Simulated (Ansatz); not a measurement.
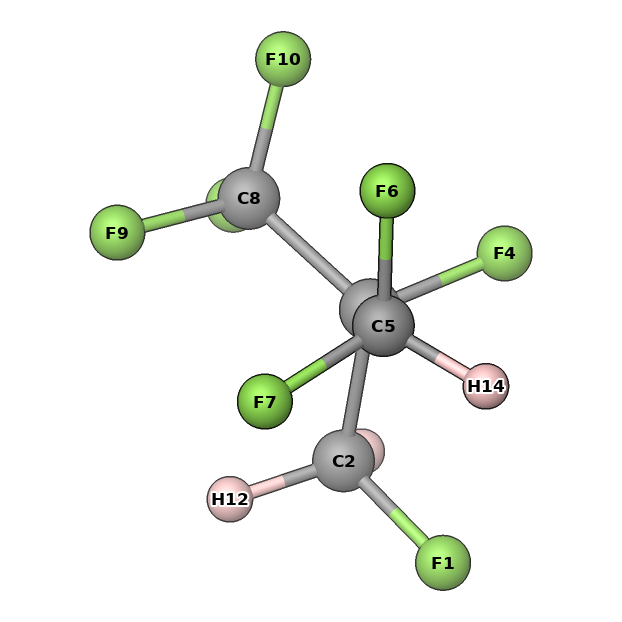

(Drawn from a calculation with Ansatz.)

C3 lies behind C5. The molecule seen nearly along the C5–C3 bond, C5 in front. Distant atoms are faded towards the background colour. State: charge +1, doublet. Geometry: the geometry of the neutral molecule.

Question: What is the torsion angle F6–C5–C3–F4? The sign is positive where the front bond must turn clockwise to cover the back bond.

Answer: 70°, synclinal (gauche). The bonds about C5–C3 are staggered.
